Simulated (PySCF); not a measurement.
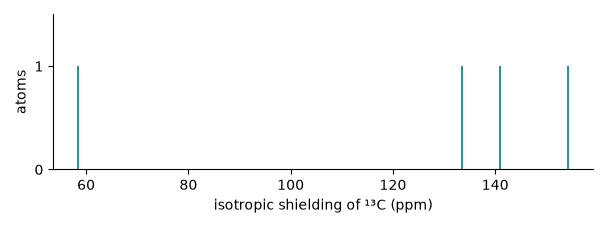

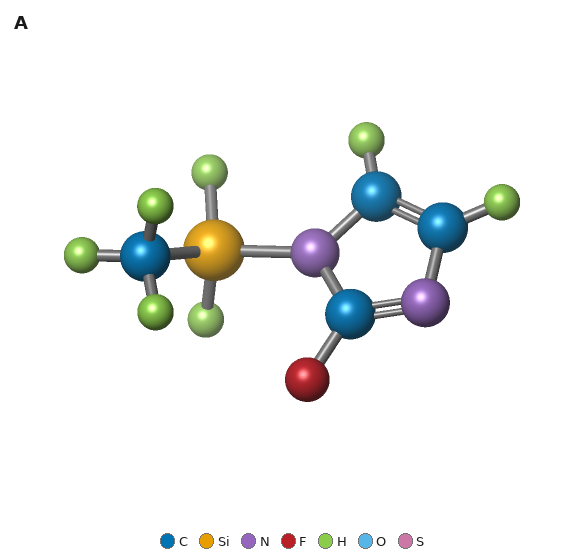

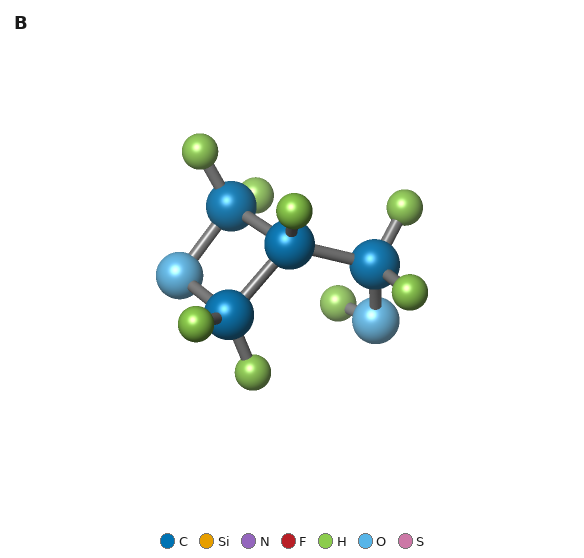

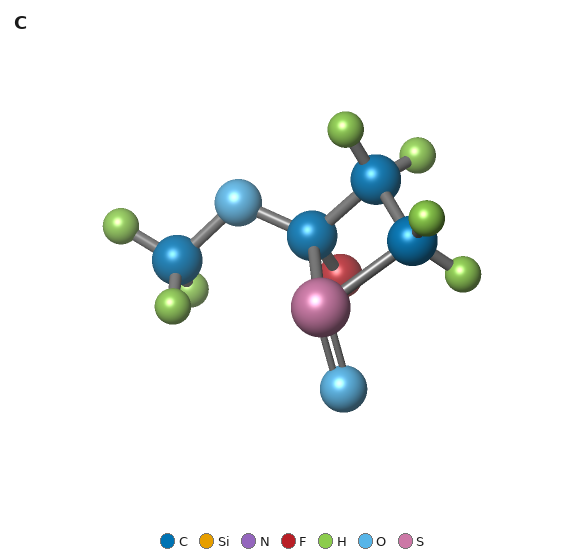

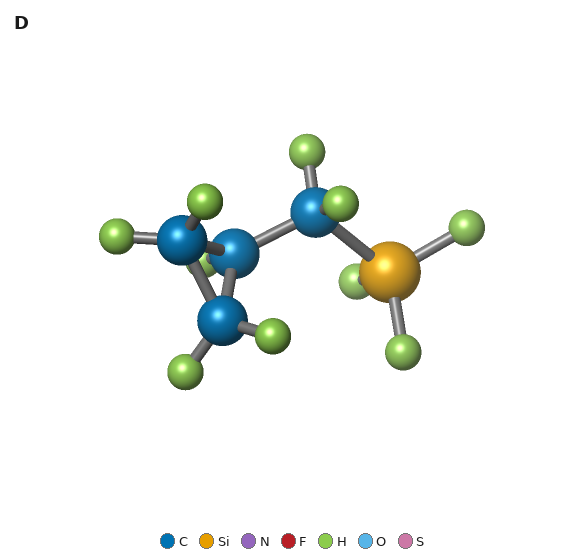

The sticks are computed shieldings of one of the molecules, for one fixed geometry (GFN2-xTB) without averaging over rotations. Low shielding means a high chemical shift. Method: GIAO PBE0/pcSseg-1 NMR shielding, non-relativistic, gas phase (PySCF 2.14.0).

> Match the spectrum to a structure.

C, `CO[C@@]1(F)CC[S@@]1=O`. Its 4 C atoms give lines at 58.4, 133.4, 140.9, 154.3 ppm.

The geometry is semi-empirical. Around Si such bond lengths and angles can be off by a tenth of an ångström or more and by several degrees, and values that hang on the shape move with them.
